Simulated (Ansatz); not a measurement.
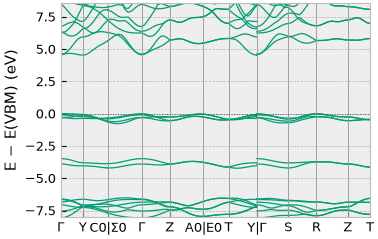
*Band structure from r²SCAN (plane waves, PAW; program Ansatz)*

Task: Read off the gap and where the band edges lie.

Result: About 4.5 eV (4.53 eV by a search for the band edges); maximum at Γ, minimum at Y.

Task: Pick the material that matches.
A) Al2O3, Cmc2_1 (Al on 8b, O on 4a, O on 8b)
B) Cl, molecular I2 type
C) CsHO, Cmc2_1 (Cs on 4a, H on 4a, O on 4a)
D) Li2SiS3, Cmc2_1 (Li on 8b, Si on 4a, S on 8b, S on 4a)

Result: C, CsHO, Cmc2_1 (Cs on 4a, H on 4a, O on 4a)

The first step of the workflow began from a Materials Project structure, measured or hypothetical; the Crystallography Open Database copy checked does not list it. Its standing as an ambient phase is unchecked. The r²SCAN relaxation kept the symmetry of its start; whether a distortion lowers the energy is not shown. Spin–orbit coupling is left out wherever it is not named.

Potentials: the later of the program's two PAW sets.
